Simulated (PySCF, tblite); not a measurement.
# C₄H₆ClFO₂: dynamics, then NMR shifts on frames, part 2 of 2

tblite 0.8.0 and PySCF 2.14.0. Atoms count from 0. Earlier steps stand in the parts before.

**5. Nuclear shieldings: 625 fs, PBE0/pcSseg-1**

The job: settings as JSON, then the geometry in Å.

```
{"job": {"kind": "nmr", "xc": "PBE0", "basis": "pcSseg-1", "pop": false}, "charge": 0, "multiplicity": 1}
F     -1.878200     0.114500    -0.563900
C     -1.023100     0.310300     0.490400
O     -0.809800    -0.857000     1.112500
C      0.055000    -1.726500     0.329500
C      1.394300    -1.010300     0.108200
Cl     2.117200    -0.667100     1.753700
C      1.102000     0.323000    -0.558300
O      0.109300     1.021200     0.073600
H     -1.542200     0.984100     1.235900
H      0.096000    -2.622900     0.992800
H     -0.383100    -1.922200    -0.628600
H      2.158200    -1.548000    -0.460900
H      1.935700     0.971100    -0.441600
H      0.902000     0.082500    -1.659300
```

With the program's defaults for keys left out, this is: GIAO PBE0/pcSseg-1 NMR shielding, non-relativistic, gas phase.

Log:

```text
coarse grid: 12952 points
cycle   1  E = -865.6496742407  dE =  1.332e+00  |g| = 8.887e-01  |ddm| = 3.301e+00
cycle   2  E = -865.5225441231  dE =  1.271e-01  |g| = 1.249e+00  |ddm| = 1.371e+00
cycle   3  E = -865.7873007592  dE = -2.648e-01  |g| = 7.518e-02  |ddm| = 8.378e-01
cycle   4  E = -865.7881191288  dE = -8.184e-04  |g| = 4.506e-02  |ddm| = 8.048e-02
cycle   5  E = -865.7885259423  dE = -4.068e-04  |g| = 9.473e-03  |ddm| = 3.900e-02
cycle   6  E = -865.7885413135  dE = -1.537e-05  |g| = 2.510e-03  |ddm| = 9.369e-03
cycle   7  E = -865.7885423110  dE = -9.975e-07  |g| = 7.534e-04  |ddm| = 2.355e-03
final grid: 122832 points
cycle   8  E = -865.8636588853  dE = -3.693e-05  |g| = 1.290e-02  |ddm| = 2.369e-02
cycle   9  E = -865.8636285969  dE =  3.029e-05  |g| = 1.822e-02  |ddm| = 1.826e-02
cycle  10  E = -865.8636879936  dE = -5.940e-05  |g| = 1.274e-03  |ddm| = 1.154e-02
cycle  11  E = -865.8636882961  dE = -3.025e-07  |g| = 3.773e-04  |ddm| = 1.465e-03
cycle  12  E = -865.8636883202  dE = -2.409e-08  |g| = 9.918e-05  |ddm| = 2.712e-04
cycle  13  E = -865.8636883217  dE = -1.430e-09  |g| = 2.669e-05  |ddm| = 7.987e-05
cycle  14  E = -865.8636883218  dE = -1.289e-10  |g| = 7.742e-06  |ddm| = 2.223e-05
converged SCF energy = -865.8636883218

GIAO shielding tensors (ppm)
atom      isotropic    diamagn.    paramagn.     s11        s22        s33       span
  0 F      292.309     474.473    -182.165    176.153    328.292    372.481    196.328
  1 C       71.019     238.268    -167.248     49.762     74.034     89.263     39.501
  2 O      248.862     394.458    -145.596    176.642    258.584    311.360    134.718
  3 C      118.019     244.419    -126.400    100.454    117.172    136.432     35.978
  4 C      121.346     251.127    -129.781     88.910    111.163    163.963     75.053
  5 Cl     770.143    1146.360    -376.217    482.991    750.465   1076.974    593.983
  6 C      120.072     241.735    -121.663    105.248    120.982    133.987     28.739
  7 O      254.204     395.881    -141.678    153.905    288.523    320.184    166.278
  8 H       25.030      25.708      -0.678     21.540     22.813     30.737      9.197
  9 H       27.002      27.469      -0.468     22.888     25.356     32.761      9.873
 10 H       27.567      29.619      -2.052     23.321     27.265     32.115      8.794
 11 H       27.574      29.689      -2.115     22.089     27.078     33.554     11.465
 12 H       27.944      29.091      -1.147     23.809     26.944     33.078      9.269
 13 H       26.564      28.029      -1.466     22.068     25.587     32.036      9.968
```

Run time: 35 s. Hardware: 1 thread of Arm Neoverse N1, shared host; peak memory 0.8 GiB.

In short: δ C1 115.9, C3 68.9, C6 66.9, C4 65.6, H8 6.69, H13 5.15 ppm.

**6. Nuclear shieldings: 800 fs, PBE0/pcSseg-1**

The job: settings as JSON, then the geometry in Å.

```
{"job": {"kind": "nmr", "xc": "PBE0", "basis": "pcSseg-1", "pop": false}, "charge": 0, "multiplicity": 1}
F     -1.558800    -0.077700    -0.773500
C     -0.993400     0.354500     0.421100
O     -0.817500    -0.760900     1.200400
C      0.172100    -1.696200     0.721000
C      1.474400    -0.991200     0.332800
Cl     2.254100    -0.629700     1.905900
C      1.119100     0.285300    -0.447100
O      0.146200     1.059300     0.160400
H     -1.781900     0.962200     0.815500
H      0.265100    -2.481600     1.420700
H     -0.276200    -2.189900    -0.214300
H      2.014100    -1.710600    -0.254900
H      1.980200     0.917100    -0.452600
H      0.813800    -0.015500    -1.476700
```

Method: GIAO PBE0/pcSseg-1 NMR shielding, non-relativistic, gas phase.

Log:

```text
coarse grid: 12952 points
cycle   1  E = -865.6554175746  dE =  1.358e+00  |g| = 8.791e-01  |ddm| = 3.320e+00
cycle   2  E = -865.5401678261  dE =  1.152e-01  |g| = 1.220e+00  |ddm| = 1.304e+00
cycle   3  E = -865.7880764813  dE = -2.479e-01  |g| = 6.737e-02  |ddm| = 7.899e-01
cycle   4  E = -865.7887331302  dE = -6.566e-04  |g| = 3.892e-02  |ddm| = 7.153e-02
cycle   5  E = -865.7890396030  dE = -3.065e-04  |g| = 9.685e-03  |ddm| = 3.493e-02
cycle   6  E = -865.7890559219  dE = -1.632e-05  |g| = 2.466e-03  |ddm| = 9.069e-03
cycle   7  E = -865.7890568864  dE = -9.645e-07  |g| = 7.286e-04  |ddm| = 2.256e-03
final grid: 122832 points
cycle   8  E = -865.8640587918  dE = -4.087e-05  |g| = 1.303e-02  |ddm| = 2.554e-02
cycle   9  E = -865.8640295162  dE =  2.928e-05  |g| = 1.822e-02  |ddm| = 1.825e-02
cycle  10  E = -865.8640884274  dE = -5.891e-05  |g| = 1.230e-03  |ddm| = 1.135e-02
cycle  11  E = -865.8640887033  dE = -2.759e-07  |g| = 3.835e-04  |ddm| = 1.426e-03
cycle  12  E = -865.8640887282  dE = -2.483e-08  |g| = 1.084e-04  |ddm| = 2.918e-04
cycle  13  E = -865.8640887298  dE = -1.661e-09  |g| = 2.682e-05  |ddm| = 8.349e-05
cycle  14  E = -865.8640887299  dE = -1.205e-10  |g| = 7.830e-06  |ddm| = 2.272e-05
converged SCF energy = -865.8640887299

GIAO shielding tensors (ppm)
atom      isotropic    diamagn.    paramagn.     s11        s22        s33       span
  0 F      304.498     476.129    -171.631    178.276    359.692    375.527    197.251
  1 C       70.077     239.004    -168.927     46.838     75.615     87.778     40.940
  2 O      250.006     393.782    -143.776    167.084    268.205    314.729    147.645
  3 C      115.154     245.763    -130.608     99.922    108.097    137.443     37.521
  4 C      129.386     250.167    -120.781    105.272    117.408    165.479     60.206
  5 Cl     786.018    1145.684    -359.666    504.082    785.485   1068.487    564.405
  6 C      123.608     241.523    -117.915    105.640    124.925    140.258     34.617
  7 O      264.271     394.653    -130.382    173.700    289.756    329.358    155.659
  8 H       25.738      27.136      -1.398     21.873     24.111     31.231      9.358
  9 H       28.236      29.891      -1.655     24.399     27.487     32.823      8.423
 10 H       26.075      28.804      -2.729     21.779     25.732     30.714      8.935
 11 H       28.607      29.957      -1.350     23.423     28.001     34.398     10.976
 12 H       28.030      28.443      -0.413     23.417     27.470     33.204      9.787
 13 H       26.689      28.568      -1.879     22.175     26.150     31.741      9.566
```

Wall time 35 s (1 thread of Arm Neoverse N1, shared host); peak memory 0.8 GiB.

This run: δ C1 116.8, C3 71.8, C6 63.3, C4 57.5, H8 5.98, H10 5.64 ppm.

**7. Nuclear shieldings: 1000 fs, PBE0/pcSseg-1**

The job: settings as JSON, then the geometry in Å.

```
{"job": {"kind": "nmr", "xc": "PBE0", "basis": "pcSseg-1", "pop": false}, "charge": 0, "multiplicity": 1}
F     -1.711200     0.086900    -0.427000
C     -0.962100     0.401400     0.743900
O     -0.739500    -0.782700     1.443300
C      0.046200    -1.675300     0.654900
C      1.345600    -1.029900     0.267800
Cl     2.345100    -0.714700     1.713500
C      0.984500     0.282200    -0.475600
O      0.150100     1.056100     0.409800
H     -1.632300     0.948500     1.463500
H      0.280600    -2.493500     1.414800
H     -0.554500    -2.046600    -0.155000
H      1.982300    -1.644100    -0.378900
H      1.804300     0.958000    -0.670000
H      0.573600     0.092900    -1.442800
```

With the program's defaults for keys left out, this is: GIAO PBE0/pcSseg-1 NMR shielding, non-relativistic, gas phase.

Log:

```text
coarse grid: 12952 points
cycle   1  E = -865.6482609817  dE =  1.294e+00  |g| = 8.925e-01  |ddm| = 3.315e+00
cycle   2  E = -865.5148352094  dE =  1.334e-01  |g| = 1.273e+00  |ddm| = 1.347e+00
cycle   3  E = -865.7862519365  dE = -2.714e-01  |g| = 6.755e-02  |ddm| = 8.246e-01
cycle   4  E = -865.7868925942  dE = -6.407e-04  |g| = 4.153e-02  |ddm| = 7.234e-02
cycle   5  E = -865.7872259762  dE = -3.334e-04  |g| = 1.027e-02  |ddm| = 3.568e-02
cycle   6  E = -865.7872436062  dE = -1.763e-05  |g| = 2.608e-03  |ddm| = 9.117e-03
cycle   7  E = -865.7872447119  dE = -1.106e-06  |g| = 8.250e-04  |ddm| = 2.416e-03
final grid: 122832 points
cycle   8  E = -865.8628360981  dE = -3.970e-05  |g| = 1.311e-02  |ddm| = 2.458e-02
cycle   9  E = -865.8628024533  dE =  3.364e-05  |g| = 1.885e-02  |ddm| = 1.888e-02
cycle  10  E = -865.8628667852  dE = -6.433e-05  |g| = 1.252e-03  |ddm| = 1.200e-02
cycle  11  E = -865.8628670681  dE = -2.830e-07  |g| = 4.262e-04  |ddm| = 1.493e-03
cycle  12  E = -865.8628670969  dE = -2.872e-08  |g| = 1.132e-04  |ddm| = 3.128e-04
cycle  13  E = -865.8628670987  dE = -1.867e-09  |g| = 2.952e-05  |ddm| = 9.387e-05
cycle  14  E = -865.8628670989  dE = -1.553e-10  |g| = 8.213e-06  |ddm| = 2.682e-05
converged SCF energy = -865.8628670989

GIAO shielding tensors (ppm)
atom      isotropic    diamagn.    paramagn.     s11        s22        s33       span
  0 F      283.353     476.159    -192.805    159.030    307.523    383.506    224.476
  1 C       64.315     239.120    -174.805     42.391     65.135     85.418     43.027
  2 O      236.554     395.889    -159.335    135.028    264.465    310.168    175.141
  3 C      117.377     241.516    -124.140    103.489    115.971    132.670     29.181
  4 C      127.551     247.562    -120.011     95.874    123.362    163.417     67.543
  5 Cl     789.045    1145.826    -356.782    514.799    774.549   1077.787    562.988
  6 C      118.784     243.650    -124.866    100.860    108.568    146.925     46.064
  7 O      248.722     394.375    -145.653    177.973    251.317    316.878    138.904
  8 H       24.789      25.305      -0.516     21.267     22.454     30.645      9.378
  9 H       26.638      26.630       0.009     22.304     25.438     32.173      9.868
 10 H       27.082      28.856      -1.774     23.015     26.732     31.500      8.485
 11 H       27.729      29.062      -1.333     21.555     27.467     34.166     12.611
 12 H       27.944      28.841      -0.897     24.293     26.342     33.198      8.905
 13 H       27.626      30.448      -2.822     23.947     26.964     31.968      8.021
```

Wall time 36 s (1 thread of Arm Neoverse N1, shared host); peak memory 0.8 GiB.

In short: δ C1 122.6, C3 69.5, C6 68.1, C4 59.4, H8 6.93, H9 5.08 ppm.

**8. Side by side: NMR shifts**

Shifts (ppm) of some atoms, chosen among heavy atoms and hydrogens apart, with basis size and wall time:

```csv
frame,C4,H8,H9,F0,O7,O2,Cl5,functions,time
250 fs,61.3,5.18,3.67,-143.8,84.8,84.1,173,173,35 s
425 fs,55.1,6.59,3.49,-114.9,86.2,79.6,140,173,35 s
625 fs,65.6,6.69,4.72,-121.4,81.9,87.2,180,173,35 s
800 fs,57.5,5.98,3.48,-133.6,71.8,86.1,164,173,35 s
1000 fs,59.4,6.93,5.08,-112.4,87.4,99.5,161,173,36 s
```

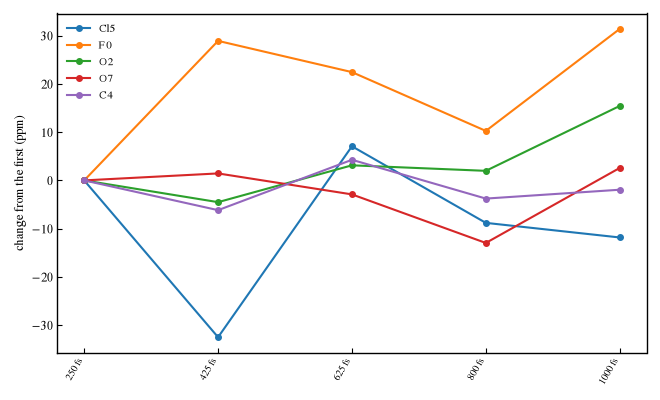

How five of the tabulated atoms move from run to run.

**9. Results**

What follows sums up all 2 parts.

```
                                        quantity                                   value
                                      thermostat                                   200 K
                   mean temperature, second half                                   202 K
         mean potential energy above the minimum                                 0.31 eV
  ¹³C shifts against TMS (PBE0/pcSseg-1, 250 fs)             117.0, 71.6, 70.5, 61.3 ppm
   ¹H shifts against TMS (PBE0/pcSseg-1, 250 fs)  5.58, 5.18, 4.19, 3.67, 3.59, 3.47 ppm
¹⁹F shifts against CFCl3 (PBE0/pcSseg-1, 250 fs)                              -143.8 ppm
  ¹⁷O shifts against H2O (PBE0/pcSseg-1, 250 fs)                          84.8, 84.1 ppm
 ³⁵Cl shifts against HCl (PBE0/pcSseg-1, 250 fs)                                 173 ppm
                       range of the shift of Cl5                          140 to 180 ppm
```

In the second half the potential energy averages 0.31 eV above the minimum; equipartition over 36 harmonic modes at 200 K would give 0.31 eV. With 14 atoms the temperature swings widely (92 to 287 K). Shifts at one fixed geometry are not the observed spectrum, which averages over the motion. In the first frame run (250 fs): The largest span, 579 ppm, is at Cl5, where the paramagnetic term is -369 ppm. In ppm, Cl5 moves most: its shift spreads over 40 ppm, from 140 (425 fs) to 180 (625 fs).
